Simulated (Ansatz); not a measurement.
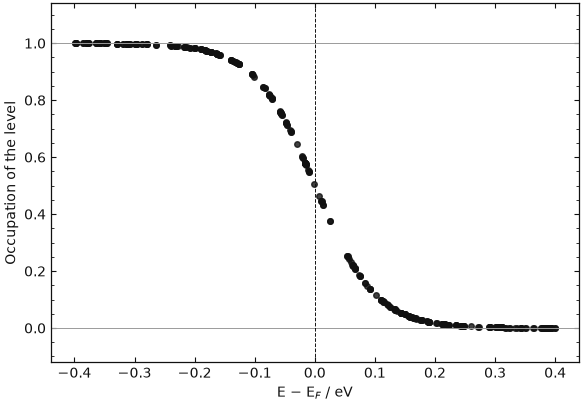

Occupations of the one-electron levels of the k mesh against their energy, from a run on AlFe, space group Pm-3m (No. 221), 2 atoms in the cell, with Ansatz.

Which smearing scheme was used (Fermi-Dirac, Gaussian, Methfessel-Paxton or cold), and about what width?

Fermi-Dirac smearing with a width of 0.05 eV. The occupations stay between 0 and 1 and have long exponential tails; the slope at the Fermi level is 1/(4 × width).
